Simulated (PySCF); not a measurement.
# Si₄: structure of the singlet

The task is one start of a wider search on Si₄: the singlet, from a rhombus start. It is relaxed, tested by its Hessian and followed downhill if it is a saddle.

Method: PBE0, basis Si def2-TZVP, no relativity, density fitting; program: PySCF 2.14.0.

## (1) Starting geometry

4 atoms, charge 0, spin multiplicity 1.

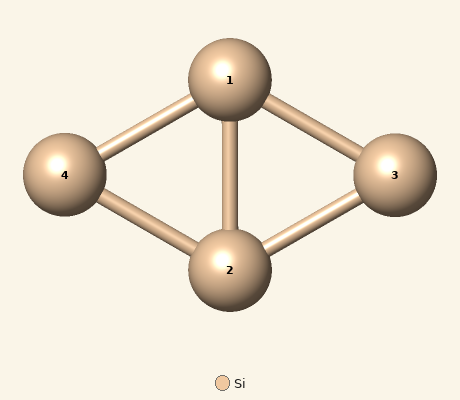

The starting geometry (silicon light orange); atoms are numbered from 1 in the order of the file.

```xyz
4
charge 0 multiplicity 1
Si    0.0000    1.1600    0.0000
Si    0.0000   -1.1600    0.0000
Si    2.0092    0.0000    0.0000
Si   -2.0092    0.0000    0.0000
```

## (2) First SCF at the start

One driver script runs all steps and calls PySCF; scf.py shows how it sets up the SCF of each step. The optimiser is the driver's own. After this first run the driver tries any further starts and a stability analysis.

Contents of scf.py:

```python
from pyscf import gto, scf, dft
mol = gto.M(atom='''
Si     0.000000     1.160000     0.000000
Si     0.000000    -1.160000     0.000000
Si     2.009200     0.000000     0.000000
Si    -2.009200     0.000000     0.000000''',
    basis={'Si': 'def2-TZVP'},
    charge=0, spin=0)
mf = dft.RKS(mol, xc='PBE0')
mf.grids.atom_grid = (50, 194)
aux = {'Si': 'def2-universal-JKFIT'}
mf = mf.density_fit(auxbasis=aux)
mf.conv_tol = 1e-08
mf.diis_space = 10
mf.max_cycle = 60
mf.init_guess = 'minao'
mf.verbose = 4
mf.kernel()
```

Command:

```bash
$ OMP_NUM_THREADS=4 python axn.py task.json out
```

The runs that follow: Relaxation: rhombus start, singlet; Vibrations and properties at this point.

Q: Predict the outcome of this session. Wanted: minimum; geometry; wavenumbers; dipole moment; highest occupied, lowest empty level; polar-tensor charge of Si1; zero-point energy; atomisation energy.

The runs gave:

```
                                 quantity                                                                                              value
                                  minimum                                                                                       singlet, D2h
                                 geometry  Si–Si 2.307 Å (×4), Si–Si 2.391 Å; Si–Si–Si 58.8° (×4), Si–Si–Si 62.4° (×2), Si–Si–Si 117.6° (×2)
                       wavenumbers (cm⁻¹)                                      74 (b3u), 251 (b2u), 362 (ag), 454 (b3g), 486 (ag), 514 (b1u)
                            dipole moment                                                                                             0.00 D
     highest occupied, lowest empty level                                                                                    -6.37, -3.72 eV
               polar-tensor charge of Si1                                                                                            -0.24 e
                        zero-point energy                                                                                        12.8 kJ/mol
                      entropy at 298.15 K                                                                                    306.6 J/(mol K)
atomisation energy (no zero-point energy)                                                                                        1161 kJ/mol
```

**Reading.** The molecule stays D2h, as typed, and the end point is a minimum. The strongest infrared band lies at 514 cm⁻¹ (b1u). Only this shape and spin were tried, so other structures or states may lie lower.
